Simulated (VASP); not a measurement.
# Black phosphorene and its bilayer

What are the lattice, gap and band positions of black phosphorene, and what does a second sheet change?

Method: optB86b-vdW; plane waves and PAW (P), in VASP 6.6.1.

## Step 1: The structure

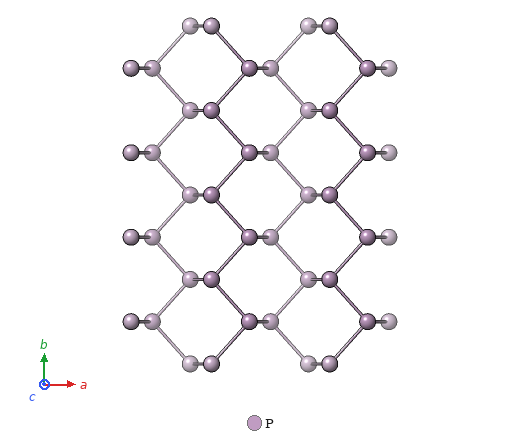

Start, viewed from above; phosphorus pink. 2×3×1 cells are drawn. Some periodic images of atoms are drawn too.

The cell holds 4 atoms: 4 P. Its edges and angles: a = 4.620 Å, b = 3.300 Å, c = 22.000 Å, α = 90.0°, β = 90.0°, γ = 90.0°. Vacuum lies along c.

As a file:

```cif
data_structure
_symmetry_space_group_name_H-M 'P 1'
_symmetry_Int_Tables_number 1
_cell_length_a 4.6200
_cell_length_b 3.3000
_cell_length_c 22.0000
_cell_angle_alpha 90.000
_cell_angle_beta 90.000
_cell_angle_gamma 90.000
_cell_volume 335.41
loop_
_atom_site_label
_atom_site_type_symbol
_atom_site_fract_x
_atom_site_fract_y
_atom_site_fract_z
_atom_site_occupancy
P1 P 0.09000 0.00000 0.45227 1
P2 P 0.41000 0.50000 0.45227 1
P3 P 0.59000 0.50000 0.54773 1
P4 P 0.91000 0.00000 0.54773 1
```

## Step 2: Relaxing the monolayer

The sheet's cell relaxes in its plane with the atoms, while the vacuum is kept.

Contents of INCAR:

```
SYSTEM = P
PREC = Normal
ENCUT = 350
EDIFF = 1E-06
NELM = 120
ISMEAR = 0
SIGMA = 0.03
LREAL = .FALSE.
ALGO = Normal
GGA = MK
AGGAC = 0
LUSE_VDW = .TRUE.
PARAM1 = 0.1234
PARAM2 = 1
LASPH = .TRUE.
NBANDS = 16
LORBIT = 11
LWAVE = .FALSE.
LCHARG = .FALSE.
KPAR = 4
IBRION = 2
NSW = 50
ISIF = 3
EDIFFG = -0.015
POTIM = 0.4
IDIPOL = 3
LDIPOL = .TRUE.
DIPOL = 0.5 0.5 0.5
LATTICE_CONSTRAINTS = .TRUE. .TRUE. .FALSE.
```

Contents of POSCAR:

```
P
1.0
    4.6200000000      0.0000000000      0.0000000000
    0.0000000000      3.3000000000      0.0000000000
    0.0000000000      0.0000000000     22.0000000000
P
4
Direct
    0.0900000000      0.0000000000      0.4522727273
    0.4100000000      0.5000000000      0.4522727273
    0.5900000000      0.5000000000      0.5477272727
    0.9100000000      0.0000000000      0.5477272727
```

Contents of KPOINTS:

```
Automatic mesh
0
Gamma
7 9 1
0 0 0
```

PAW data sets: P (PBE family, release 64).

On the command line:

```
> mpirun -np 4 vasp_std
```

The log of the run:

```text
[banner, memory and clock lines left out]
running    4 mpi-ranks, on    1 nodes
 distrk:  each k-point on    1 cores,    4 groups
 distr:  one band on    1 cores,    1 groups

 POSCAR found type information on POSCAR P
 POSCAR found :  1 types and       4 ions
|                                                                             |
|               ----> ADVICE to this user running VASP <----                  |
|                                                                             |
|     You have switched on vdW-DFT.                                           |
|     This routine was written and supplied by Jiri Klimes. We recommend      |
|     that you carefully read and cite the following publications:            |
|       J. Klimes, D.R. Bowler, A. Michelides                                 |
|          J. Phys.: Cond Matt. 22 022201 (2010)                              |
|       J. Klimes, D.R. Bowler, A. Michelides                                 |
|          Phys. Rev. B. 83, 195131 (2011)                                    |
|     and references therein.                                                 |
|                                                                             |

|                                                                             |
|               ----> ADVICE to this user running VASP <----                  |
|                                                                             |
|     You enforced a specific xc type in the INCAR file but a different       |
|     [... a line on the potential file left out ...]
|     I HOPE YOU KNOW WHAT YOU ARE DOING!                                     |
|                                                                             |

 LDA part: xc-table for (Slater+PW92), standard interpolation
 POSCAR, INCAR and KPOINTS ok, starting setup
 FFT: planning ... GRIDC
 FFT: planning ... GRID_SOFT
 FFT: planning ... GRID
 WAVECAR not read
 entering main loop
       N       E                     dE             d eps       ncg     rms          rms(c)
DAV:   1     0.121441651977E+03    0.12144E+03   -0.51964E+03   640   0.637E+02
DAV:   2    -0.218817008459E+01   -0.12363E+03   -0.11687E+03   984   0.141E+02
DAV:   3    -0.158509293050E+02   -0.13663E+02   -0.13610E+02   904   0.570E+01
DAV:   4    -0.161161989356E+02   -0.26527E+00   -0.26471E+00   912   0.995E+00
DAV:   5    -0.161238146037E+02   -0.76157E-02   -0.76139E-02   984   0.156E+00    0.962E+00
DAV:   6    -0.160141309873E+02    0.10968E+00   -0.88154E-02   848   0.153E+00    0.576E+00
DAV:   7    -0.159698576809E+02    0.44273E-01   -0.16267E-01   848   0.209E+00    0.311E-01
DAV:   8    -0.159685080105E+02    0.13497E-02   -0.10294E-02   824   0.600E-01    0.127E-01
DAV:   9    -0.159680612565E+02    0.44675E-03   -0.55571E-04  1088   0.141E-01    0.944E-02
DAV:  10    -0.159673551553E+02    0.70610E-03   -0.19263E-04   848   0.669E-02    0.521E-02
DAV:  11    -0.159668228231E+02    0.53233E-03   -0.14983E-04   872   0.529E-02    0.144E-02
DAV:  12    -0.159663739180E+02    0.44891E-03   -0.17158E-04   832   0.597E-02    0.844E-03
DAV:  13    -0.159663490867E+02    0.24831E-04   -0.18153E-05   720   0.295E-02    0.666E-03
DAV:  14    -0.159663941624E+02   -0.45076E-04   -0.58400E-05   648   0.468E-02    0.284E-03
DAV:  15    -0.159664275692E+02   -0.33407E-04   -0.20070E-05   784   0.203E-02    0.310E-03
DAV:  16    -0.159664622194E+02   -0.34650E-04   -0.33066E-06   784   0.828E-03    0.113E-03
DAV:  17    -0.159664861232E+02   -0.23904E-04   -0.14685E-06   640   0.553E-03    0.153E-03
DAV:  18    -0.159664939228E+02   -0.77996E-05   -0.81102E-07   584   0.373E-03    0.438E-04
DAV:  19    -0.159664943025E+02   -0.37969E-06   -0.36435E-08   648   0.115E-03
   1 F= -.15966494E+02 E0= -.15966494E+02  d E =-.159665E+02
 curvature:   0.00 expect dE= 0.000E+00 dE for cont linesearch  0.000E+00
 trial: gam= 0.00000 g(F)=  0.577E-02 g(S)=  0.167E-03 ort = 0.000E+00 (trialstep = 0.100E+01)
 search vector abs. value=  0.593E-02
 bond charge predicted
       N       E                     dE             d eps       ncg     rms          rms(c)
DAV:   1    -0.159701015405E+02   -0.36076E-02   -0.11936E-01   696   0.179E+00    0.164E-01
DAV:   2    -0.159705806141E+02   -0.47907E-03   -0.74526E-03   816   0.497E-01    0.596E-02
DAV:   3    -0.159705501389E+02    0.30475E-04   -0.18867E-04   968   0.844E-02    0.516E-02
DAV:   4    -0.159705426392E+02    0.74996E-05   -0.18179E-05   904   0.244E-02    0.320E-02
DAV:   5    -0.159705410879E+02    0.15513E-05   -0.10206E-05   824   0.181E-02    0.485E-03
DAV:   6    -0.159705405888E+02    0.49911E-06   -0.92093E-07   688   0.566E-03
   2 F= -.15970541E+02 E0= -.15970541E+02  d E =-.404629E-02
[...]
3 F= -.15971183E+02 E0= -.15971183E+02  d E =-.468826E-02
[...]
4 F= -.15974159E+02 E0= -.15974159E+02  d E =-.297637E-02
[...]
5 F= -.15975543E+02 E0= -.15975543E+02  d E =-.436044E-02
[...]
6 F= -.15977726E+02 E0= -.15977726E+02  d E =-.218310E-02
[...]
7 F= -.15978213E+02 E0= -.15978213E+02  d E =-.266954E-02
[...]
8 F= -.15978216E+02 E0= -.15978216E+02  d E =-.267314E-02
 curvature:  -1.97 expect dE=-0.431E-03 dE for cont linesearch -0.535E-06
 trial: gam= 0.09857 g(F)=  0.190E-03 g(S)=  0.292E-04 ort = 0.389E-04 (trialstep = 0.127E+01)
 search vector abs. value=  0.281E-03
 bond charge predicted
       N       E                     dE             d eps       ncg     rms          rms(c)
DAV:   1    -0.159783877767E+02   -0.17145E-03   -0.11377E-02   640   0.539E-01    0.673E-02
DAV:   2    -0.159784080661E+02   -0.20289E-04   -0.65809E-04   832   0.168E-01    0.266E-02
DAV:   3    -0.159783917089E+02    0.16357E-04   -0.33108E-05   872   0.358E-02    0.113E-02
DAV:   4    -0.159783907825E+02    0.92633E-06   -0.12242E-05   768   0.188E-02    0.528E-03
DAV:   5    -0.159783915314E+02   -0.74885E-06   -0.97287E-07   544   0.645E-03
   9 F= -.15978392E+02 E0= -.15978392E+02  d E =-.175384E-03
 trial-energy change:   -0.000175  1 .order   -0.000177   -0.000283   -0.000071
 step:   1.6919(harm=  1.6919)  dis= 0.00169  next Energy=   -15.978405 (dE=-0.189E-03)
 reached required accuracy - stopping structural energy minimisation
```

It took 4.6 min on 4 MPI ranks of AMD EPYC 9R45, shared host; peak memory 1.8 GiB.

Lines that name or quote the potential files are left out of all logs, and their timing lines are given in words.

OUTCAR, selected parts (step 2):

```text
ion  position               nearest neighbor table
   1  0.090  0.000  0.452-   2 2.22   2 2.22   4 2.26
   2  0.410  0.500  0.452-   1 2.22   1 2.22   3 2.26
   3  0.590  0.500  0.548-   4 2.22   4 2.22   2 2.26
   4  0.910  0.000  0.548-   3 2.22   3 2.22   1 2.26

  LATTYP: Found a simple orthorhombic cell.
 ALAT       =     3.3000000000
 B/A-ratio  =     1.4000000000
 C/A-ratio  =     6.6666666667

 Subroutine GETGRP returns: Found  8 space group operations
 (whereof  4 operations were pure point group operations)

The static configuration has the point symmetry C_2h.
 The point group associated with its full space group is D_2h.

 Found     20 irreducible k-points:

   k-points           NKPTS =     20   k-points in BZ     NKDIM =     20   number of bands    NBANDS=     16

   dimension x,y,z NGX =    24 NGY =   16 NGZ =  108
   dimension x,y,z NGXF=    48 NGYF=   32 NGZF=  216

   ENCUT  =  350.0 eV  25.72 Ry    5.07 a.u.   7.05  5.03 33.56*2*pi/ulx,y,z

   NELECT =      20.0000    total number of electrons

 k-points in reciprocal lattice and weights: Automatic mesh
   0.00000000  0.00000000  0.00000000       0.016
   0.14285714  0.00000000  0.00000000       0.032
   0.28571429  0.00000000  0.00000000       0.032
   0.42857143  0.00000000  0.00000000       0.032
   0.00000000  0.11111111  0.00000000       0.032
   0.14285714  0.11111111  0.00000000       0.063
   0.28571429  0.11111111  0.00000000       0.063
   0.42857143  0.11111111  0.00000000       0.063
   0.00000000  0.22222222  0.00000000       0.032
[...]
0.28571429  0.44444444  0.00000000       0.063
   0.42857143  0.44444444  0.00000000       0.063

 dipolmoment           0.000000      0.000000      0.000000 electrons x Angstroem

 average (electrostatic) potential at core
       1 -91.5864       2 -91.5864       3 -91.5864       4 -91.5864

 E-fermi :  -2.3548

 k-point     1 :       0.0000    0.0000    0.0000
  band No.  band energies     occupation
    ...
      6      -7.0773      2.00000
      7      -5.8834      2.00000
      8      -4.3177      2.00000
      9      -4.2543      2.00000
     10      -2.5198      2.00000
     11      -1.7479      0.00000
     12      -0.8347      0.00000
     13       0.2385      0.00000
     14       0.8890      0.00000
     15       1.4951      0.00000
    ...

 k-point     2 :       0.1429    0.0000    0.0000
  band No.  band energies     occupation
    ...
      6      -6.6165      2.00000
      7      -5.8019      2.00000
      8      -4.3168      2.00000
      9      -3.8205      2.00000
     10      -3.2064      2.00000
     11      -1.1584      0.00000
     12      -0.7457      0.00000
     13       0.0223      0.00000
     14       0.7811      0.00000
     15       1.6523      0.00000
    ...

 k-point     3 :       0.2857    0.0000    0.0000
  band No.  band energies     occupation
    ...
      6      -5.5695      2.00000
      7      -5.5236      2.00000
      8      -4.5154      2.00000
      9      -4.1838      2.00000
     10      -2.9946      2.00000
     11      -0.6218      0.00000
     12      -0.4611      0.00000
     13      -0.2194      0.00000
     14       0.6627      0.00000
     15       2.0716      0.00000
    ...

Total vdW correction in eV:      3.1575601

  Total       -0.0203178     -0.0170261     -0.0576498      0.0000000      0.0000000      0.0000000
  in kB       -0.0993034     -0.0832153     -0.2817648      0.0000000      0.0000000      0.0000000
  external PRESSURE =      -0.1547612 kB  Pullay stress =       0.0000000 kB

  energy-cutoff  :      350.00
  volume of cell :      327.81
      direct lattice vectors                 reciprocal lattice vectors
     4.507657350  0.000000000  0.000000000     0.221844724  0.000000000  0.000000000
     0.000000000  3.305585407  0.000000000     0.000000000  0.302518276  0.000000000
     0.000000000  0.000000000 22.000000000     0.000000000  0.000000000  0.045454545

 POSITION                                       TOTAL-FORCE (eV/Angst)
 -----------------------------------------------------------------------------------
      0.38054      0.00000      9.93633        -0.003926      0.000000      0.006037
      1.87329      1.65279      9.93633         0.003926     -0.000000      0.006037
      2.63437      1.65279     12.06367        -0.003926      0.000000     -0.006037
      4.12711      0.00000     12.06367         0.003926     -0.000000     -0.006037
 -----------------------------------------------------------------------------------
    total drift:                               -0.000000      0.000000     -0.000000

  FREE ENERGIE OF THE ION-ELECTRON SYSTEM (eV)
  ---------------------------------------------------
  free  energy   TOTEN  =       -15.9783915314 eV

  energy  without entropy=      -15.9783915314  energy(sigma->0) =      -15.97839153

Total vdW correction in eV:      3.1575547

 reached required accuracy - stopping structural energy minimisation

 vacuum level on the upper side and lower side of the slab         2.572         2.572

 total charge
# of ion       s       p       d       tot
------------------------------------------
    1        1.080   1.378   0.000   2.458
    2        1.080   1.378   0.000   2.458
    3        1.080   1.378   0.000   2.458
    4        1.080   1.378   0.000   2.458
--------------------------------------------------
tot          4.319   5.513   0.000   9.832

[... 3 further parts left out ...]
```

CONTCAR:

```
P
   1.00000000000000
     4.5076573502191346    0.0000000000000000    0.0000000000000000
     0.0000000000000000    3.3055854073710731    0.0000000000000000
     0.0000000000000000    0.0000000000000000   22.0000000000000000
  P
     4
Direct
     0.0844215259154836    0.0000000000000000    0.4516514380717567
     0.4155784740845164    0.5000000000000000    0.4516514380717567
     0.5844215259154835    0.5000000000000000    0.5483485619282433
     0.9155784740845165    0.0000000000000000    0.5483485619282433
```

The gap is read on the k-mesh alone, so it is an upper bound where the band edges lie off the mesh. The PAW data sets were made with PBE, which is usual practice but a small mismatch for other functionals. The run keeps the 8 symmetry operations of its start, so it cannot find a distortion of lower symmetry.

Relaxation path:

| step | energy less that of the first step (eV) | largest force (eV/Å) | pressure (GPa) | volume (Å³) |
| --- | --- | --- | --- | --- |
| 1 | 0.0000 | 0.1933 | 0.01 | 335.41 |
| 2 | -0.0040 | 0.0703 | -0.05 | 334.84 |
| 3 | -0.0047 | 0.0580 | -0.09 | 334.49 |
| 4 | -0.0077 | 0.0279 | -0.02 | 332.02 |
| 5 | -0.0090 | 0.0144 | 0.06 | 329.06 |
| 6 | -0.0112 | 0.0232 | 0.00 | 328.56 |
| 7 | -0.0117 | 0.0342 | -0.04 | 328.19 |
| 8 | -0.0117 | 0.0351 | -0.04 | 328.17 |
| 9 | -0.0119 | 0.0072 | -0.02 | 327.81 |

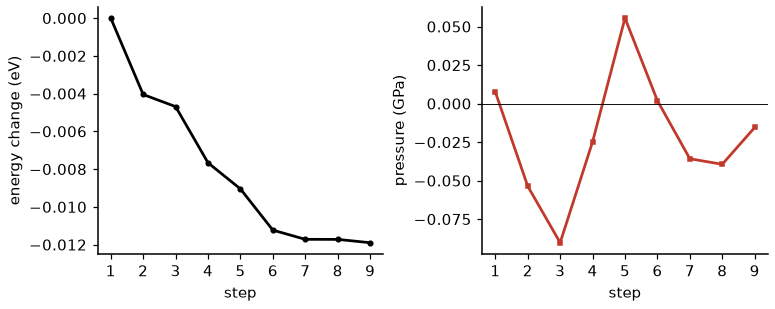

Energy and pressure along the relaxation.

| cell as run | before | after | change |
| --- | --- | --- | --- |
| a (Å) | 4.620 | 4.508 | -2.4 % |
| b (Å) | 3.300 | 3.306 | +0.2 % |

The atoms that moved most (Å, along periodic axes as changes of fractional coordinates times the final cell, across vacuum about the mean position):

| atom | dx | dy | dz | length |
| --- | --- | --- | --- | --- |
| P1 | -0.025 | 0.000 | -0.014 | 0.029 |
| P2 | 0.025 | 0.000 | -0.014 | 0.029 |
| P3 | -0.025 | 0.000 | 0.014 | 0.029 |
| P4 | 0.025 | 0.000 | 0.014 | 0.029 |

Final coordinates:

```xyz
4
Lattice="4.5077 0.0000 0.0000 0.0000 3.3056 0.0000 0.0000 0.0000 22.0000" Properties=species:S:1:pos:R:3
P     0.3805    0.0000    9.9363
P     1.8733    1.6528    9.9363
P     2.6344    1.6528   12.0637
P     4.1271    0.0000   12.0637
```

Numbers from this step:

```
electronic steps               : 69
electrons                      : 20
free energy (TOTEN)            : -15.98 eV
Fermi energy                   : -2.355 eV
metallic                       : no
dipole moment                  : 0, 0, 0 e·Å
gap on the k-mesh              : 0.7719 eV
least direct gap on the k-mesh : 0.7719 eV
```

The run ended after 9 ionic steps, 0.012 eV below its first step, once forces and stress met EDIFFG = -0.015.

(Continued in part 2 of 5.)

[Lines on the potential files, build, host, timing and source positions are cut from VASP's logs without a mark.]

[Logs are printed without paths, hosts, clocks, repeated set-up lines and the standing remarks that a program may print on its own settings, such as how far it seeks lower states.]

[Hosts, paths, dates, database ids (printed as entryN), source tags and the programs' standing remarks are cut or masked in the printed files.]

[Runs that stopped without an error message from VASP are left out.]
